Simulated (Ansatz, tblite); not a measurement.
# The cluster Te₅W₃: a ladder of methods and basis sets

How do method and basis change the picture of the cluster Te₅W₃ (singlet)?

The runs use Ansatz 0.2.0, Gaussian basis; as each input shows.

The runs, in order: GFN1-xTB, GFN2-xTB, PBE-D4/def2-TZVP, r2SCAN-D4/def2-TZVP, LC-ωPBE/def2-TZVP, revPBE-D4/def2-TZVP, PBE-D4/def2-SVP, PBE0-D4/def2-SVP, MP2/def2-SVP.

5 further runs of the same task are left out: 4 that didn't finish, 1 set aside as unsound or not needed. Runs told in other sessions of the task aren't counted.

### 1 The structure

The geometry is that of the singlet, from an earlier relaxation (PBE-D4/def2-SVP). At that level it is the lowest of the isomers that a small search found.

8 atoms, charge 0, spin multiplicity 1.

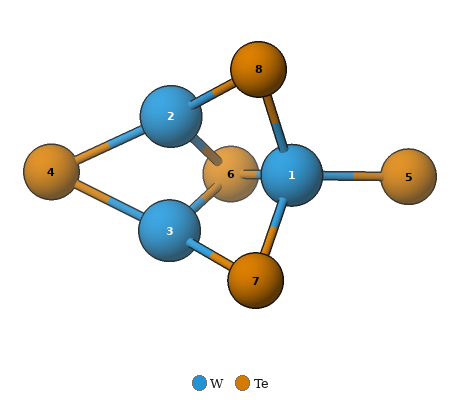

The structure; tungsten blue, tellurium orange; atoms are numbered from 1 in the order of the file.

Te, W take a core potential in the def2 sets. No spin-orbit coupling is included.

PBE0-D4/def2-TZVP was run before; its log isn't repeated, and its numbers join the tables.

### 2 GFN1-xTB

Tight binding, by tblite at 300 K electronic temperature and without a spin-polarisation term:

```python
tblite.interface.Calculator('GFN1-xTB', numbers, positions, charge=0, uhf=0).singlepoint()
```

Energy -702.2913 eV, HOMO -9.37 eV, LUMO -8.63 eV; 0.018 s.

### 3 GFN2-xTB

Tight binding, by tblite at 300 K electronic temperature and without a spin-polarisation term:

```python
tblite.interface.Calculator('GFN2-xTB', numbers, positions, charge=0, uhf=0).singlepoint()
```

Energy -631.3263 eV, HOMO -10.21 eV, LUMO -9.80 eV; 0.046 s.

### 4 PBE-D4/def2-TZVP

start.molden holds the orbitals of an earlier run on this state, given as this run's starting guess.

in.yaml reads:

```yaml
crystal:
  periodic: [false, false, false]
  atoms:
    - {symbol: W, position_ang: [-1.109318, 0.065377, 0.657551]}
    - {symbol: W, position_ang: [1.159046, -1.178365, -0.293762]}
    - {symbol: W, position_ang: [1.050503, 1.105016, -0.704420]}
    - {symbol: Te, position_ang: [3.238698, -0.154475, -1.717862]}
    - {symbol: Te, position_ang: [-3.627030, -0.055956, 0.649702]}
    - {symbol: Te, position_ang: [-0.740879, -0.402025, -2.043121]}
    - {symbol: Te, position_ang: [-0.085408, 2.421278, 1.347185]}
    - {symbol: Te, position_ang: [0.114387, -1.800839, 2.104726]}
basis:
  gaussian: {orbitals: def2-TZVP, initial_orbitals: start.molden}
hamiltonian: {xc: pbe, dispersion: d4}
scf: {omitted_lower_state_checks: [starts]}
output: {forces: true, orbitals: {seedname: orbitals}}
```

Launch:

```console
ansatz run in.yaml --threads 4 --pin off --events-out ev --progress --plain --max-ram 6963MiB
```

The program printed, cut to the lines that bear on the results:

```text
Functional definition: PBE
  name "PBE"
  cite "Perdew, Burke & Ernzerhof, Phys. Rev. Lett. 77, 3865 (1996) doi:10.1103/PhysRevLett.77.3865"
  parent pbe
[...]
2902 factors; their error is unknown
[...]
mean field -41957.69576246 eV, -1541.9168793226 hartree, gradient 1.5e-5 eV, S^2 0.000000; 0 other end points of the search recorded, 0 dependent functions left out
[...]
reference -41957.69580666 eV, -1541.9168809471 hartree; 81, 81 occupied and 289, 289 virtual orbitals, 2902 factors
Total energy: -41958.77186669 eV, -1541.9564254237 hartree
Atom 0 at    -1.109318     0.065377     0.657551 Å, force     0.169588    -0.013815    -0.126481 eV/Å
Atom 1 at     1.159046    -1.178365    -0.293762 Å, force    -0.208227     0.175653    -0.005035 eV/Å
Atom 2 at     1.050503     1.105016    -0.704420 Å, force    -0.192150    -0.187056     0.067352 eV/Å
Atom 3 at     3.238698    -0.154475    -1.717862 Å, force    -0.253349     0.014536     0.144278 eV/Å
Atom 4 at    -3.627030    -0.055956     0.649702 Å, force     0.222975     0.006969    -0.020534 eV/Å
Atom 5 at    -0.740879    -0.402025    -2.043121 Å, force     0.226451     0.072604     0.345131 eV/Å
Atom 6 at    -0.085408     2.421278     1.347185 Å, force     0.024672    -0.194502    -0.174409 eV/Å
Atom 7 at     0.114387    -1.800839     2.104726 Å, force     0.010041     0.125610    -0.230302 eV/Å
Dipole moment:     0.528270    -0.036854    -0.345317 e Å
Checks for a lower state left out: starts
```

Run time: 20 s. Hardware: 4 threads of Arm Neoverse V1, shared host; peak memory 1.1 GiB.

From the report: HOMO -4.91 eV, LUMO -4.02 eV.

### 5 r2SCAN-D4/def2-TZVP

Edit in.yaml of step 4 so:

```diff
@@ -13,4 +13,4 @@
   gaussian: {orbitals: def2-TZVP, initial_orbitals: start.molden}
-hamiltonian: {xc: pbe, dispersion: d4}
+hamiltonian: {xc: r2scan, dispersion: d4}
 scf: {omitted_lower_state_checks: [starts]}
-output: {forces: true, orbitals: {seedname: orbitals}}
+output: {orbitals: {seedname: orbitals}}
```

The command is unchanged.

The program printed:

```text
Functional definition: r2SCAN
  name "r2SCAN"
  cite "Furness, Kaplan, Ning, Perdew & Sun, J. Phys. Chem. Lett. 11, 8208 (2020) doi:10.1021/acs.jpclett.0c02405"
  cite "Furness, Kaplan, Ning, Perdew & Sun, J. Phys. Chem. Lett. 11, 9248 (2020) doi:10.1021/acs.jpclett.0c03077"
  parent r2scan
  parameter k0 = 0.174
  parameter k1 = 0.065
  parameter a1 = 4.9479
  exchange = r2scan_x(k0 = k0, k1 = k1, a1 = a1)
  correlation = r2scan_c
these checks for a lower state are left out or cut short: starts
2902 factors; their error is unknown
mean field evaluation 1: about -41972.2835 eV, gradient 1.0e1 eV
mean field evaluation 2: about -41972.4267 eV, gradient 1.8e-1 eV
mean field evaluation 4: about -41971.8098 eV, gradient 3.7e-3 eV
mean field -41971.80984066 eV, -1542.4355621296 hartree, gradient 1.8e-5 eV, S^2 0.000000; 0 other end points of the search recorded, 0 dependent functions left out
reference -41971.80985424 eV, -1542.4355626289 hartree; 81, 81 occupied and 289, 289 virtual orbitals, 2902 factors
Total energy: -41972.01953382 eV, -1542.4432682111 hartree
Checks for a lower state left out: starts
```

Run time: 40 s. Hardware: 4 threads of Arm Neoverse V1, shared host; peak memory 1.1 GiB.

HOMO -5.12 eV, LUMO -3.97 eV.

### 6 LC-ωPBE/def2-TZVP

Edit in.yaml of step 5 so:

```diff
@@ -13,3 +13,3 @@
   gaussian: {orbitals: def2-TZVP, initial_orbitals: start.molden}
-hamiltonian: {xc: r2scan, dispersion: d4}
+hamiltonian: {xc: {name: LC-wPBE}}
 scf: {omitted_lower_state_checks: [starts]}
```

The command is unchanged.

The program printed, cut to the lines that bear on the results:

```text
Functional definition: LC-wPBE
  name "LC-wPBE"
  cite "Vydrov & Scuseria, J. Chem. Phys. 125, 234109 (2006) doi:10.1063/1.2409292"
  cite "Heyd & Scuseria, J. Chem. Phys. 120, 7274 (2004) doi:10.1063/1.1668634"
  cite "Ernzerhof & Perdew, J. Chem. Phys. 109, 3313 (1998) doi:10.1063/1.476928"
  cite "Perdew, Burke & Ernzerhof, Phys. Rev. Lett. 77, 3865 (1996) doi:10.1103/PhysRevLett.77.3865"
  parent pbe
[...]
2902 factors; their error is unknown
787 factors; integrals over basis functions are off by at most 9.5e-5 eV
[...]
mean field -41956.34313207 eV, -1541.8671710726 hartree, gradient 2.1e-5 eV, S^2 0.000000; 0 other end points of the search recorded, 0 dependent functions left out
reference -41956.34313207 eV, -1541.8671710728 hartree; 81, 81 occupied and 289, 289 virtual orbitals, 2902 factors
Total energy: -41956.34313207 eV, -1541.8671710728 hartree
Checks for a lower state left out: starts
```

It took 38 s on 4 threads of Arm Neoverse V1, shared host; peak memory 1.7 GiB.

Report: HOMO -7.80 eV, LUMO -1.66 eV.

### 7 revPBE-D4/def2-TZVP

Edit in.yaml of step 6 so:

```diff
@@ -13,3 +13,3 @@
   gaussian: {orbitals: def2-TZVP, initial_orbitals: start.molden}
-hamiltonian: {xc: {name: LC-wPBE}}
+hamiltonian: {xc: {name: revPBE}, dispersion: d4}
 scf: {omitted_lower_state_checks: [starts]}
```

Same command.

The program printed:

```text
Functional definition: revPBE
  name "revPBE"
  cite "Zhang & Yang, Phys. Rev. Lett. 80, 890 (1998) doi:10.1103/PhysRevLett.80.890"
  cite "Perdew, Burke & Ernzerhof, Phys. Rev. Lett. 77, 3865 (1996) doi:10.1103/PhysRevLett.77.3865"
  parameter kappa = 1.245
  parameter beta = 0.06672455060314922
  exchange = pbe_x(kappa = kappa, mu = beta*pi^2/3)
  correlation = pbe_c(beta = beta)
these checks for a lower state are left out or cut short: starts
2902 factors; their error is unknown
mean field evaluation 1: about -41966.8935 eV, gradient 1.4e1 eV
mean field evaluation 2: about -41967.1460 eV, gradient 3.8e-1 eV
mean field evaluation 4: about -41966.5355 eV, gradient 1.2e0 eV
mean field evaluation 8: about -41966.5360 eV, gradient 1.4e-5 eV
mean field -41966.53600577 eV, -1542.2417522724 hartree, gradient 1.4e-5 eV, S^2 0.000000; 0 other end points of the search recorded, 0 dependent functions left out
reference -41966.53606109 eV, -1542.2417543052 hartree; 81, 81 occupied and 289, 289 virtual orbitals, 2902 factors
Total energy: -41968.18956332 eV, -1542.3025193913 hartree
Checks for a lower state left out: starts
```

Wall time 20 s (4 threads of Arm Neoverse V1, shared host); peak memory 1.1 GiB.

Report: HOMO -4.84 eV, LUMO -3.93 eV.

### 8 PBE-D4/def2-SVP

Edit in.yaml of step 7 so:

```diff
@@ -12,4 +12,4 @@
 basis:
-  gaussian: {orbitals: def2-TZVP, initial_orbitals: start.molden}
-hamiltonian: {xc: {name: revPBE}, dispersion: d4}
+  gaussian: {orbitals: def2-SVP, initial_orbitals: start.molden}
+hamiltonian: {xc: pbe, dispersion: d4}
 scf: {omitted_lower_state_checks: [starts]}
```

Launched as before.

The program printed:

```text
Functional definition: PBE
  name "PBE"
  cite "Perdew, Burke & Ernzerhof, Phys. Rev. Lett. 77, 3865 (1996) doi:10.1103/PhysRevLett.77.3865"
  parent pbe
  parameter kappa = 0.804
  parameter beta = 0.06672455060314922
  exchange = pbe_x(kappa = kappa, mu = beta*pi^2/3)
  correlation = pbe_c(beta = beta)
these checks for a lower state are left out or cut short: starts
2521 factors; their error is unknown
mean field evaluation 1: about -41953.8557 eV, gradient 5.5e1 eV
mean field evaluation 2: about -41954.8772 eV, gradient 1.9e0 eV
mean field evaluation 4: about -41954.8584 eV, gradient 2.3e-1 eV
mean field evaluation 8: about -41954.8585 eV, gradient 1.6e-5 eV
mean field -41954.85851521 eV, -1541.8126124094 hartree, gradient 1.6e-5 eV, S^2 0.000000; 0 other end points of the search recorded, 0 dependent functions left out
reference -41954.85856227 eV, -1541.8126141388 hartree; 81, 81 occupied and 145, 145 virtual orbitals, 2521 factors
Total energy: -41955.93462229 eV, -1541.8521586154 hartree
Checks for a lower state left out: starts
```

Wall time 12 s (4 threads of Arm Neoverse V1, shared host).

HOMO -4.92 eV, LUMO -4.06 eV.

### 9 PBE0-D4/def2-SVP

Edit in.yaml of step 8 so:

```diff
@@ -13,3 +13,3 @@
   gaussian: {orbitals: def2-SVP, initial_orbitals: start.molden}
-hamiltonian: {xc: pbe, dispersion: d4}
+hamiltonian: {xc: pbe0, dispersion: d4}
 scf: {omitted_lower_state_checks: [starts]}
```

Same command.

The program printed, cut to the lines that bear on the results:

```text
Functional definition: PBE0
  name "PBE0"
  cite "Adamo & Barone, J. Chem. Phys. 110, 6158 (1999) doi:10.1063/1.478522"
  cite "Perdew, Burke & Ernzerhof, Phys. Rev. Lett. 77, 3865 (1996) doi:10.1103/PhysRevLett.77.3865"
  parent pbe
[...]
2616 factors; integrals over basis functions are off by at most 6.5e-4 eV
[...]
mean field -41951.66733874 eV, -1541.6953388371 hartree, gradient 3.3e-5 eV, S^2 0.000000; 0 other end points of the search recorded, 0 dependent functions left out
reference -41951.66737414 eV, -1541.6953401381 hartree; 81, 81 occupied and 145, 145 virtual orbitals, 2616 factors
Total energy: -41952.62755299 eV, -1541.7306260599 hartree
Checks for a lower state left out: starts
```

Wall time 23 s (4 threads of Arm Neoverse V1, shared host); peak memory 1.2 GiB.

HOMO -5.77 eV, LUMO -3.46 eV.

### 10 MP2/def2-SVP

Edit in.yaml of step 9 so:

```diff
@@ -13,3 +13,3 @@
   gaussian: {orbitals: def2-SVP, initial_orbitals: start.molden}
-hamiltonian: {xc: pbe0, dispersion: d4}
+correlation: {method: mp2}
 scf: {omitted_lower_state_checks: [starts]}
```

Launched as before.

The program printed, cut to the lines that bear on the results:

```text
Functional definition: HF
  name "HF"
  cite "Fock, Z. Phys. 61, 126 (1930) doi:10.1007/BF01340294"
  parent pbe
[...]
2616 factors; integrals over basis functions are off by at most 6.5e-4 eV
[...]
mean field -41748.79175553 eV, -1534.2397986682 hartree, gradient 2.6e-6 eV, S^2 0.000000; 0 other end points of the search recorded, 0 dependent functions left out; unrestricted orbitals would lower it
[...]
20 core orbitals not correlated: weight in the atoms' cores, before any rotation towards them, 1.000 or more for the frozen orbitals, at most 0.000 for the correlated occupied ones
reference -41748.79175553 eV, -1534.2397986682 hartree; 61, 61 occupied and 145, 145 virtual orbitals, 2616 factors
second order -53.25245177 eV of doubles, -0.00000000 eV of singles
Total energy: -41802.04420730 eV, -1536.1967901750 hartree
Checks for a lower state left out: starts
```

It took 33 s on 4 threads of Arm Neoverse V1, shared host; peak memory 1.3 GiB.

Hartree-Fock HOMO -7.50 eV, LUMO -0.62 eV. Doubts: restricted state is unstable towards broken spin symmetry.

### 11 Levels side by side

| level | functions | HOMO (eV) | LUMO (eV) | gap (eV) | time |
| --- | --- | --- | --- | --- | --- |
| PBE-D4/def2-SVP | 226 | -4.92 | -4.06 | 0.86 | 12 s |
| PBE-D4/def2-TZVP | 370 | -4.91 | -4.02 | 0.89 | 20 s |
| revPBE-D4/def2-TZVP | 370 | -4.84 | -3.93 | 0.91 | 20 s |
| r2SCAN-D4/def2-TZVP | 370 | -5.12 | -3.97 | 1.15 | 40 s |
| PBE0-D4/def2-SVP | 226 | -5.77 | -3.46 | 2.30 | 23 s |
| PBE0-D4/def2-TZVP | 370 | -5.74 | -3.40 | 2.34 | 60 s |
| LC-ωPBE/def2-TZVP | 370 | -7.80 | -1.66 | 6.14 | 38 s |

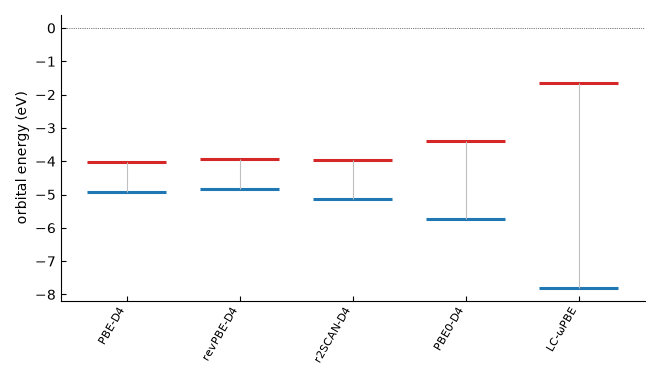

Highest filled (blue) and lowest empty (red) level in def2-TZVP.

Energy pieces by basis (eV):

| basis | HF | MP2 correlation | total |
| --- | --- | --- | --- |
| def2-SVP | -41748.7918 | -53.2525 | -41802.0442 (MP2) |

### 12 What came out

```
                                                 quantity                                value
gap in def2-TZVP, named functionals, smallest and largest  0.89 eV (PBE-D4), 6.14 eV (LC-ωPBE)
                         correlation energy, MP2/def2-SVP                            -53.25 eV
          PBE0 total energy, smallest basis above largest        2.98 eV (def2-SVP, def2-TZVP)
```

Orbital gaps of the named functionals in def2-TZVP span 0.89 eV (PBE-D4) to 6.14 eV (LC-ωPBE); exact exchange widens it.

The slowest run with a step of its own, r2SCAN-D4/def2-TZVP, took 40 s; the quickest functional in def2-TZVP took 20 s (shared host).
